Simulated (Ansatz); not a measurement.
# LaBPd3 (Pm-3m): Grüneisen parameters, part 2 of 2

Does LaBPd3 (Pm-3m) expand much on heating, by its phonons?

Ansatz 0.2.0; DFT PBEsol, scalar-relativistic, plane waves, PAW; PAW set soft_1.

So far, highest frequency on the path or at a solved wavevector (cm⁻¹): step 2 (phonons on a q mesh) 514.

### 4. Phonons at the other volume, volume ratio 0.97

The phonons are repeated at this volume on the same k and q meshes.

The input, input.yaml:

```yaml
crystal:
  lattice:
    - [4.3039653157, 0.0, 0.0]
    - [0.0, 4.3039653157, 0.0]
    - [0.0, 0.0, 4.3039653157]
  atoms:
    - { symbol: La, position: [0.0, 0.0, 0.0] }
    - { symbol: B, position: [0.5, 0.5, 0.5] }
    - { symbol: Pd, position: [0.0, 0.5, 0.5] }
    - { symbol: Pd, position: [0.5, 0.0, 0.5] }
    - { symbol: Pd, position: [0.5, 0.5, 0.0] }
kpoints:
  mp_grid: { grid: [8, 8, 8] }
hamiltonian:
  xc: pbesol
  pseudopotentials: { kind: paw, azcp: { folder: soft_1 }, xc_functional: pbe }
scf:
  occupations: { method: methfessel_paxton, width: 0.2 }
output:
  eigenvalues: true
phonons:
  method: dfpt
  qmesh: [4, 4, 4]
  temperatures: { t_max: 1000, t_step: 50 }
  qpath:
    path:
      - [[0.0, 0.0, 0.0], [0.0, 0.5, 0.0], [0.5, 0.5, 0.0], [0.0, 0.0, 0.0], [0.5, 0.5, 0.5], [0.0, 0.5, 0.0]]
      - [[0.5, 0.5, 0.5], [0.5, 0.5, 0.0]]
    npoints: 10
```

Run with:

```sh
ansatz run input.yaml --threads 4 --pin off --max-ram 10240MiB --backend cpu --events-out ev --progress --plain --runs-dir out
```

Numbers of over 12 decimals in the logs are rounded to 6 here.

The program printed:

```text
[...]
Crystal: 5 atoms, lattice volume = 79.727 Å³
Basis set: ecut = 420 eV, 1551 PW (Γ), exchange–correlation on 60×60×60 points (8 copies of the dense FFT grid, shifted against one another)
Bands: 41, of which v1, the nominal top of the filled ones, is band 34 counted from 1 (33 counted from 0)
Symmetry: 48 space group operations
k-points: 35 of 512
[...]
SCF iter   1: F=—  HF=-27078.857387 eV  |F-HF|=—  |Δ(HF+E_count)|=         —  Δρ=1.09e0  dr2=1.63e3  ethr=3.10e-3  ⟨swp⟩=4.2  Hψ=4265  notcnv=0
[...]
SCF iter  14: F=-27036.965840 eV  HF=-27036.965840 eV  |F-HF|=0.00e0  |Δ(HF+E_count)|=  1.96e-10  S|Δr|=    0.00e0  Δρ=7.20e-8  dr2=5.55e-12  ethr=1.00e-12  ⟨swp⟩=10.7  Hψ=8811  notcnv=0
SCF 1 converged in 14 iterations: F = -27036.965840 eV  dr2 = 5.55e-12
[...]
SCF iter   3: F=-27036.965840 eV  HF=-27036.965840 eV  |F-HF|=0.00e0  |Δ(HF+E_count)|=  7.28e-12  S|Δr|=    0.00e0  Δρ=9.40e-8  dr2=8.20e-12  ethr=1.00e-12  ⟨swp⟩=3.5  Hψ=4033  notcnv=0
SCF 2 converged in 3 iterations: F = -27036.965840 eV  dr2 = 8.20e-12
[...]
NSCF: frozen V_eff on 35 k-points
[...]
SCF converged after 14 iterations
[...]
Free energy (F): -27036.965840 eV
[...]
Internal energy: -27036.963038 eV  (E = F + TS)
E sigma→0 (E₀):  -27036.965139 eV
Entropy (-TS):   -0.002802 eV (-0.560 meV/atom)
Fermi energy:    17.567745 eV
[...]
--- Band table (eV; the first three rows and the last of 35) ---
  k-point 0: bands = [... 30 lower, 15.7826, 15.7826, 16.1002, 16.1002, 16.1002, 19.4062, 19.4062, 19.6087, ... 10 higher]
  k-point 1: bands = [... 30 lower, 15.5976, 15.7828, 15.9572, 16.7164, 16.7164, 19.3723, 19.5882, 19.6126, ... 10 higher]
  k-point 2: bands = [... 30 lower, 15.3704, 15.5779, 15.7833, 17.3427, 17.3427, 19.2766, 19.5402, 19.6398, ... 10 higher]
  k-point 34: bands = [... 30 lower, 15.6196, 15.6196, 17.6941, 17.6941, 17.6941, 19.0286, 19.0286, 19.0286, ... 10 higher]
[...]
ASR residual: 4.440e-5 → 0.000e0 eV/Å²; symmetrization residual: 8.064e-7 eV/Å²
  ASR residual per site (eV/Å²): 1.40e-5 1.88e-5 4.44e-5 4.44e-5 4.44e-5
[...]
--- Phonons (arbitrary-q DFPT): 10 irreducible q on the 4×4×4 mesh ---
[...]
interpolated dispersion: 62 rows × 15 modes
[...]
```

Run time: 30 min. Hardware: 4 threads of Arm Neoverse V1, shared host; peak memory 4.2 GiB.

Numbers from this step:

```
sum-rule residual before enforcement                    : 4.44e-5 eV/Å²
lowest frequency on the path                            : -79.82 cm⁻¹
highest frequency on the path or at a solved wavevector : 542.8 cm⁻¹
highest optical mode at the zone centre (no LO-TO term) : 466.4 cm⁻¹
lowest optical zone-centre mode                         : -60.18 cm⁻¹
lowest mode on the q mesh (acoustic modes at Γ apart)   : -78.45 cm⁻¹
```

Frequencies (cm⁻¹) solved at each irreducible wavevector; negative means imaginary. Frequencies by wavevector, by row:

| q in reciprocal lattice units | star | mode 1 | mode 2 | mode 3 | mode 4 | mode 13 | mode 14 | mode 15 |
| --- | --- | --- | --- | --- | --- | --- | --- | --- |
| 0 0 0 | 1 | -60.2 | -60.2 | -60.2 | 0 | 466.4 | 466.4 | 466.4 |
| 0 0 0.25 | 6 | -70.2 | -70.2 | -41.2 | -41.2 | 460 | 460 | 499.4 |
| 0 0 -0.5 | 3 | -78.5 | -78.5 | -71 | -71 | 455.5 | 455.5 | 532.7 |
| 0 0.25 0.25 | 12 | -74.1 | -47.6 | -46 | -27.9 | 455 | 495.8 | 499.1 |
| 0 0.25 -0.5 | 12 | -72.2 | -70.7 | -63 | -8 | 449.4 | 495.4 | 536.4 |
| 0 -0.5 -0.5 | 3 | -50 | -49.1 | -49.1 | -39.6 | 445.8 | 538.8 | 538.8 |
| 0.25 0.25 0.25 | 8 | -66.2 | -66.2 | 23.5 | 55.9 | 493.6 | 493.6 | 500 |
| 0.25 0.25 -0.5 | 12 | -69.9 | -36 | -1.9 | 51.2 | 491.7 | 501.2 | 537.5 |
| 0.25 -0.5 -0.5 | 6 | -46 | -46 | -25.3 | 20.6 | 493.2 | 537 | 537 |
| -0.5 -0.5 -0.5 | 1 | -52.6 | -52.6 | -52.6 | 70.1 | 542.8 | 542.8 | 542.8 |

The highest optical mode at the zone centre (no LO-TO term) is 466.4 cm⁻¹, +34.8 cm⁻¹ against the base run.

### 5. Relaxing at another volume, volume ratio 1.03

The volume is scaled by 1.03 and held; symmetry leaves nothing to relax, so this is a single point. The modes can then be followed against volume.

input.yaml, the sections that differ from step 4:

```yaml
crystal:
  lattice:
    - [4.3909375423, 0.0, 0.0]
    - [0.0, 4.3909375423, 0.0]
    - [0.0, 0.0, 4.3909375423]
  atoms:
    - { symbol: La, position: [0.0, 0.0, 0.0] }
    - { symbol: B, position: [0.5, 0.5, 0.5] }
    - { symbol: Pd, position: [0.0, 0.5, 0.5] }
    - { symbol: Pd, position: [0.5, 0.0, 0.5] }
    - { symbol: Pd, position: [0.5, 0.5, 0.0] }
output:
  forces: true
  stress: true
  eigenvalues: true
# kpoints, hamiltonian, scf: as in step 4
# phonons: removed
```

The program printed:

```text
[...]
Crystal: 5 atoms, lattice volume = 84.659 Å³
Basis set: ecut = 420 eV, 1647 PW (Γ), exchange–correlation on 60×60×60 points (8 copies of the dense FFT grid, shifted against one another)
Bands: 41, of which v1, the nominal top of the filled ones, is band 34 counted from 1 (33 counted from 0)
Symmetry: 48 space group operations
[...]
k-points: 35 of 512
[...]
k-point 0: bands = [... 30 lower, 14.5866, 14.5866, 14.9606, 14.9606, 14.9606, 18.0092, 18.0092, 18.1933, ... 10 higher]
  k-point 1: bands = [... 30 lower, 14.4249, 14.5868, 14.7890, 15.5080, 15.5080, 17.9836, 18.1747, 18.1979, ... 10 higher]
  k-point 2: bands = [... 30 lower, 14.2225, 14.3945, 14.5872, 16.0934, 16.0934, 17.9122, 18.1280, 18.2248, ... 10 higher]
  k-point 34: bands = [... 30 lower, 14.4420, 14.4420, 16.3689, 16.3689, 16.3689, 17.6519, 17.6519, 17.6519, ... 10 higher]
[key lines of the parts left out:]
SCF converged after 12 iterations
Free energy (F): -27036.969594 eV
Fermi energy:    16.262406 eV
P = ⅓ Tr σ = -3.9918 GPa (-39.918 kbar)
```

Wall time 3.5 s (4 threads); peak memory 0.47 GiB; 13 s of CPU time.

Numbers from this step:

```
pressure        : -3.992 GPa
volume per atom : 16.93 Å³
```

The run ends at a pressure of -3.99 GPa.

### 6. Phonons at the other volume, volume ratio 1.03

The phonons are repeated at this volume on the same k and q meshes.

input.yaml: that of step 5 with these lines changed.

```diff
@@ -19,4 +19,11 @@
 output:
-  forces: true
-  stress: true
   eigenvalues: true
+phonons:
+  method: dfpt
+  qmesh: [4, 4, 4]
+  temperatures: { t_max: 1000, t_step: 50 }
+  qpath:
+    path:
+      - [[0.0, 0.0, 0.0], [0.0, 0.5, 0.0], [0.5, 0.5, 0.0], [0.0, 0.0, 0.0], [0.5, 0.5, 0.5], [0.0, 0.5, 0.0]]
+      - [[0.5, 0.5, 0.5], [0.5, 0.5, 0.0]]
+    npoints: 10
```

The program printed:

```text
[...]
Crystal: 5 atoms, lattice volume = 84.659 Å³
Basis set: ecut = 420 eV, 1647 PW (Γ), exchange–correlation on 60×60×60 points (8 copies of the dense FFT grid, shifted against one another)
Bands: 41, of which v1, the nominal top of the filled ones, is band 34 counted from 1 (33 counted from 0)
Symmetry: 48 space group operations
k-points: 35 of 512
[...]
k-point 34: bands = [... 30 lower, 14.4420, 14.4420, 16.3689, 16.3689, 16.3689, 17.6519, 17.6519, 17.6519, ... 10 higher]
[...]
ASR residual: 2.270e-5 → 0.000e0 eV/Å²; symmetrization residual: 9.930e-7 eV/Å²
  ASR residual per site (eV/Å²): 2.27e-5 5.98e-6 1.17e-5 1.17e-5 1.17e-5
[...]
--- Phonons (arbitrary-q DFPT): 10 irreducible q on the 4×4×4 mesh ---
[...]
interpolated dispersion: 62 rows × 15 modes
[...]
[key lines of the parts left out:]
SCF converged after 14 iterations
Free energy (F): -27036.969594 eV
Fermi energy:    16.262404 eV
```

It took 31 min on 4 threads; peak memory 4.5 GiB.

This step gave:

- sum-rule residual before enforcement: 2.27e-5 eV/Å²
- lowest frequency on the path: -75.55 cm⁻¹
- highest frequency on the path or at a solved wavevector: 485.4 cm⁻¹
- highest optical mode at the zone centre (no LO-TO term): 397.7 cm⁻¹
- lowest optical zone-centre mode: -57.18 cm⁻¹
- lowest mode on the q mesh (acoustic modes at Γ apart): -74.49 cm⁻¹

Frequencies (cm⁻¹) solved at each irreducible wavevector; negative means imaginary. Frequencies by wavevector, by row:

| q in reciprocal lattice units | star | mode 1 | mode 2 | mode 3 | mode 4 | mode 13 | mode 14 | mode 15 |
| --- | --- | --- | --- | --- | --- | --- | --- | --- |
| 0 0 0 | 1 | -57.2 | -57.2 | -57.2 | 0 | 397.7 | 397.7 | 397.7 |
| 0 0 0.25 | 6 | -64 | -64 | -38.5 | -38.5 | 391.6 | 391.6 | 437.9 |
| 0 0 -0.5 | 3 | -74.5 | -74.5 | -63.6 | -63.6 | 387.4 | 387.4 | 476.7 |
| 0 0.25 0.25 | 12 | -69.1 | -44.4 | -41.4 | -38.7 | 386.6 | 435.1 | 437.9 |
| 0 0.25 -0.5 | 12 | -70.5 | -64.1 | -58.6 | -24.3 | 381.2 | 435.2 | 481.1 |
| 0 -0.5 -0.5 | 3 | -49.2 | -49.2 | -46.2 | -46.2 | 377.6 | 483.3 | 483.3 |
| 0.25 0.25 0.25 | 8 | -62.2 | -62.2 | -21.6 | 50 | 432.5 | 432.5 | 439.6 |
| 0.25 0.25 -0.5 | 12 | -66.3 | -41.2 | 10.2 | 33.1 | 430.2 | 440.7 | 482.1 |
| 0.25 -0.5 -0.5 | 6 | -48.4 | -48.4 | -34.1 | 20.1 | 432.6 | 482.2 | 482.2 |
| -0.5 -0.5 -0.5 | 1 | -53.6 | -53.6 | -53.6 | 68.7 | 485.4 | 485.4 | 485.4 |

The highest optical mode at the zone centre (no LO-TO term) is 397.7 cm⁻¹, -33.9 cm⁻¹ against the base run.

### 7. Grüneisen parameters

The Grüneisen parameter of a mode is minus the logarithmic change of its frequency with volume, −d ln ω / d ln V; weighted by heat capacity it gives the expansion.

Numbers from this step:

| Item | Value |
| --- | --- |
| bulk modulus | 145.3 GPa |

Phonon branches along the path, in cm⁻¹:

| point | branch 1 | branch 2 | branch 3 | branch 4 | branch 12 | branch 13 | branch 14 | branch 15 |
| --- | --- | --- | --- | --- | --- | --- | --- | --- |
| Γ | -59 | -59 | -59 | 0 | 122 | 432 | 432 | 432 |
| X | -76 | -76 | -67 | -67 | 142 | 421 | 421 | 504 |
| M | -48 | -48 | -48 | -45 | 160 | 411 | 510 | 510 |
| Γ | -59 | -59 | -59 | 0 | 122 | 432 | 432 | 432 |
| R | -53 | -53 | -53 | 70 | 180 | 514 | 514 | 514 |
| X | -76 | -76 | -67 | -67 | 142 | 421 | 421 | 504 |
| jump to R | -53 | -53 | -53 | 70 | 180 | 514 | 514 | 514 |
| M | -48 | -48 | -48 | -45 | 160 | 411 | 510 | 510 |

The same for volume x 0.97:

| point | branch 1 | branch 2 | branch 3 | branch 4 | branch 12 | branch 13 | branch 14 | branch 15 |
| --- | --- | --- | --- | --- | --- | --- | --- | --- |
| Γ | -60 | -60 | -60 | 0 | 132 | 466 | 466 | 466 |
| X | -78 | -78 | -71 | -71 | 156 | 456 | 456 | 533 |
| M | -50 | -49 | -49 | -40 | 174 | 446 | 539 | 539 |
| Γ | -60 | -60 | -60 | 0 | 132 | 466 | 466 | 466 |
| R | -53 | -53 | -53 | 70 | 195 | 543 | 543 | 543 |
| X | -78 | -78 | -71 | -71 | 156 | 456 | 456 | 533 |
| R | -53 | -53 | -53 | 70 | 195 | 543 | 543 | 543 |
| M | -50 | -49 | -49 | -40 | 174 | 446 | 539 | 539 |

The same for volume x 1.03:

| point | branch 1 | branch 2 | branch 3 | branch 4 | branch 12 | branch 13 | branch 14 | branch 15 |
| --- | --- | --- | --- | --- | --- | --- | --- | --- |
| Γ | -57 | -57 | -57 | 0 | 113 | 398 | 398 | 398 |
| X | -74 | -74 | -64 | -64 | 129 | 387 | 387 | 477 |
| M | -49 | -49 | -46 | -46 | 147 | 378 | 483 | 483 |
| Γ | -57 | -57 | -57 | 0 | 113 | 398 | 398 | 398 |
| R | -54 | -54 | -54 | 69 | 167 | 485 | 485 | 485 |
| X | -74 | -74 | -64 | -64 | 129 | 387 | 387 | 477 |
| R | -54 | -54 | -54 | 69 | 167 | 485 | 485 | 485 |
| M | -49 | -49 | -46 | -46 | 147 | 378 | 483 | 483 |

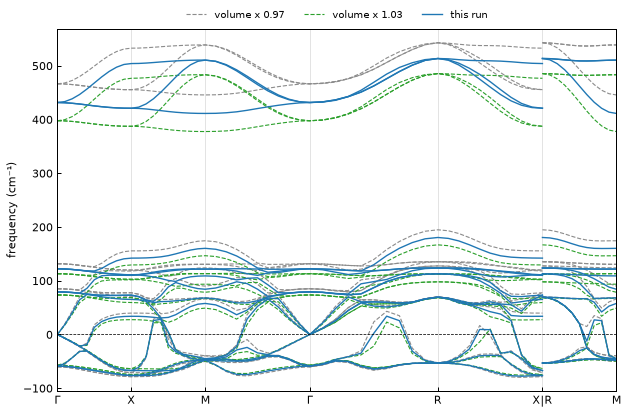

Phonon branches along the path; dashed: volume x 0.97 and volume x 1.03.

### 8. Summary of results

```yaml
bulk_modulus: 145 GPa
```

In words: No expansion is given, because modes are imaginary at one volume or more. The highest optical mode at Γ goes from 466 to 398 cm⁻¹ as the cell grows, a Grüneisen parameter of 2.65. Branches are matched by rank, so values near crossings are rough. With no gap, or one that is small against the smearing, the frequencies hang on the k mesh and the smearing, most of all near Kohn anomalies. Spin-orbit coupling is left out, which can matter for the heavy elements here. The PAW files were made for PBE and serve the other functionals too.

[Logs are printed without paths, hosts, clocks, repeated set-up lines and the standing remarks that a program may print on its own settings, such as how far it seeks lower states.]

[Hosts, paths, dates, database ids (printed as entryN), source tags and the programs' standing remarks are cut or masked in the printed files.]
